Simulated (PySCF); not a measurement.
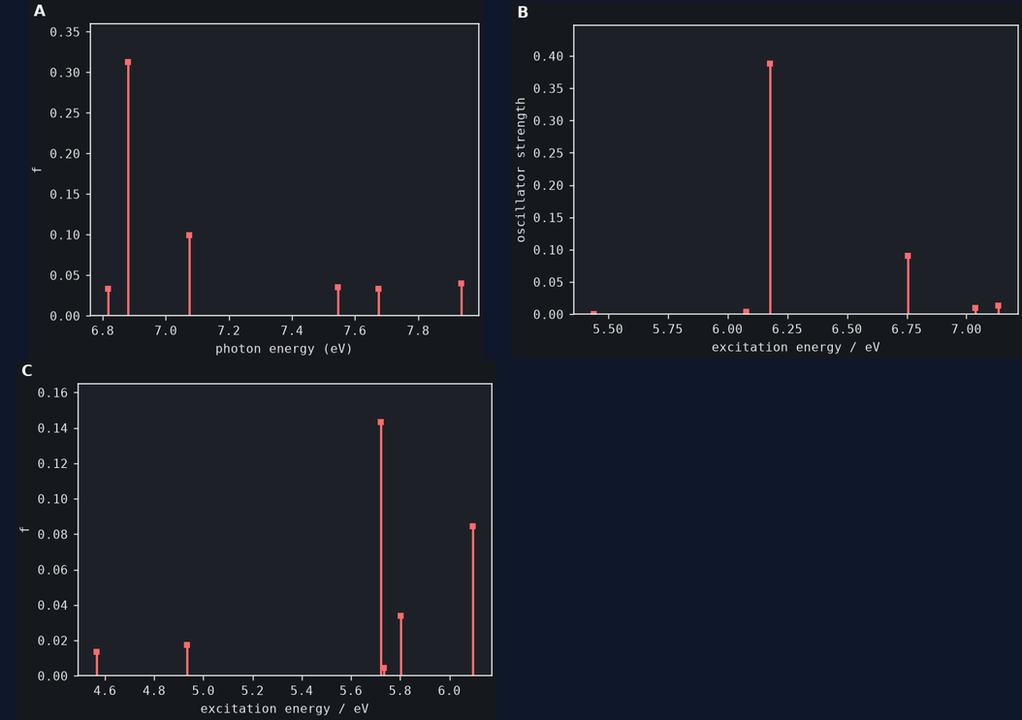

Vertical TDDFT excitations, CAM-B3LYP/def2-SVPD (IEF-PCM acetonitrile) with PySCF 2.14.0, at a PBE0-D3(BJ)/def2-SVP geometry (no frequency check). Each panel shows the lowest singlet states that were computed.

Which panel belongs to which molecule?
1. C₄H₇N₃O₂Si, SMILES COC(=O)c1ncn([SiH3])n1
2. C₂H₅PSe, SMILES [Se]=[PH]1CC1
3. C₃H₁₂B₂N₂, SMILES C=C[B@@H-]1[NH2+][BH2-][N@H+]1C

A: 3 (S1 at 6.82 eV, brightest at 6.88 eV)
B: 1 (S1 at 5.44 eV, brightest at 6.18 eV)
C: 2 (S1 at 4.57 eV, brightest at 5.72 eV)

Limits of at least one run: core orbitals are frozen in the response; one conformer of a flexible molecule; spin-orbit coupling is left out, and with Se it can shift these levels and split any degenerate set.
